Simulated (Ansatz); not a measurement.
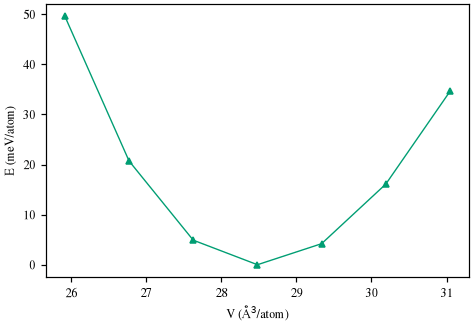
InAs (zinc blende, space group No. 216) under volume change, r²SCAN in the plane-wave PAW code Ansatz, scaled uniformly.

Q: What does a third-order Birch–Murnaghan fit give for V₀, B₀ and B′?

A: V₀ = 28.49 Å³/atom, B₀ = 57.2 GPa, B′ = 4.8.

Space group F-43m (zinc blende). Symmetry was held in the r²SCAN relaxation; phonons on a q-mesh show no instability.

Potentials: the earlier of the program's two PAW sets.
